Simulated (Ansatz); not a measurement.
**CHGeO+ (triplet): the correlation ladder, cc-pVDZ**

Aim: climb from Hartree-Fock through coupled cluster and multireference methods for CHGeO+ (triplet) at one geometry and basis, and see what each rung misses.

The runs use Ansatz 0.2.0, Gaussian basis; cc-pVDZ, core rule «outside noble gas», up to 16 orbitals frozen.

To be run: UHF; CCSD(T) on ROHF; CCSD(T) on UHF; BCCD(T) on ROHF; CISD as a restricted active space (open shells left free, so some higher excitations enter); CCSDT(Q) on ROHF; CCSDT(Q) on UHF; CASSCF and NEVPT2, 10 electrons in 10 orbitals.

22 further runs of the same task are left out: 8 that didn't finish, 14 set aside as unsound or not needed. Runs told in other sessions of the task aren't counted.

## 1. The geometry

The geometry is a PBE0/def2-TZVP stationary point (not a proven minimum) of the parent state, kept for this charge and spin. No spin-orbit coupling is included. The filled d shell of Ge may be among the frozen orbitals whatever the setting's name suggests.

4 atoms, charge 1, spin multiplicity 3.

Atoms are counted from 1 here; the program's logs count them from 0.

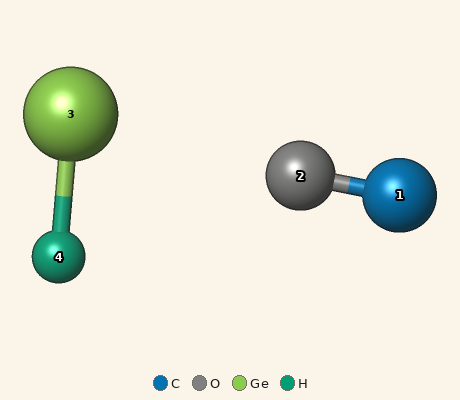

The structure; carbon blue, oxygen grey, germanium green, hydrogen teal; atoms are numbered from 1 in the order of the file.

Coordinates:

```csv
atom,x (Å),y (Å),z (Å)
C1,0.0000,-0.0124,2.9133
O2,0.0000,0.0347,1.7883
Ge3,0.0000,-0.0272,-0.8669
H4,0.0000,1.5543,-0.6238
```

## 2. UHF

in.yaml reads:

```yaml
crystal:
  periodic: [false, false, false]
  atoms:
    - {symbol: C, position_ang: [0.000000, -0.012354, 2.913288]}
    - {symbol: O, position_ang: [0.000000, 0.034705, 1.788286]}
    - {symbol: Ge, position_ang: [0.000000, -0.027169, -0.866924]}
    - {symbol: H, position_ang: [0.000000, 1.554329, -0.623801]}
basis:
  gaussian: {orbitals: cc-pVDZ}
total_charge: 1
magnetization: {spin_polarized: true, initial_magnetization: 2}
hamiltonian: {xc: hf}
output: {orbitals: {seedname: orbitals}}
```

On the command line:

```bash
> ansatz run in.yaml --threads 1 --pin off --events-out ev --progress --plain --max-ram 2393MiB
```

Further steps of the session: CCSD(T) on ROHF; CCSD(T) on UHF; BCCD(T) on ROHF; CISD as a restricted active space (open shells left free, so some higher excitations enter); CCSDT(Q) on ROHF; CCSDT(Q) on UHF; CASSCF and NEVPT2, 10 electrons in 10 orbitals.

**Question.** What will the summary of the whole plan be? Wanted: UCCSDT(Q) from the RHF energy; RMP2 from UCCSDT(Q); UMP2 from UCCSDT(Q); RCCSD from UCCSDT(Q); RCCSD(T) from UCCSDT(Q); UCCSD(T) from UCCSDT(Q); RCCSDT(Q) from UCCSDT(Q); T1 diagnostic.

The runs gave:

```
                         quantity                      value
    UCCSDT(Q) from the ROHF energy                 -9.9911 eV
              RMP2 from UCCSDT(Q)              +105.3 kJ/mol
              UMP2 from UCCSDT(Q)              +102.9 kJ/mol
             RCCSD from UCCSDT(Q)               +37.2 kJ/mol
          RCCSD(T) from UCCSDT(Q)                +6.2 kJ/mol
          UCCSD(T) from UCCSDT(Q)                +5.0 kJ/mol
         RCCSDT(Q) from UCCSDT(Q)                +1.5 kJ/mol
levels within 1 kcal/mol (43 meV)  RCCSDT, UCCSDT, RCCSDT(Q)
                    T1 diagnostic                      0.027
```

In words: RCCSD(T) lands +6.2 kJ/mol from the yardstick (0.6 % of the correlation energy). These misses are within one basis, not against nature; the frozen cores of restricted and unrestricted runs differ, which can shift their rows.

With open shells the CI space here admits some higher excitations, so it is larger than plain CISD.
